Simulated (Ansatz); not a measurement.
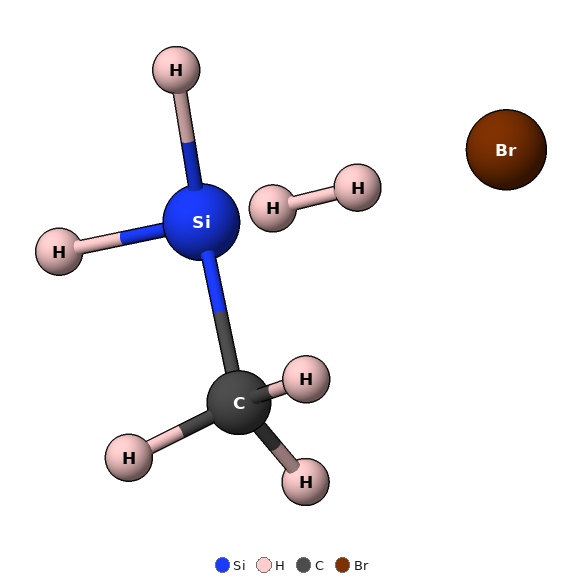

Sticks follow a distance rule. Harmonic vibrations computed with RKS PBE0-D4/def2-TZVP (Ansatz 0.2.0) at a stationary point of the same level.

**Is this a minimum or a saddle point?**

A first-order saddle point: one imaginary frequency, 678i cm⁻¹.

**How many vibrational modes are there, and where do they lie?**

24 modes: 678i, 130, 168, 223, 323, 497, 604, 703, 761, 857, 884, 899, 1006, 1064, 1276, 1431, 1437, 1455, 2141, 2294, 2656, 3054, 3139, 3174 cm⁻¹.
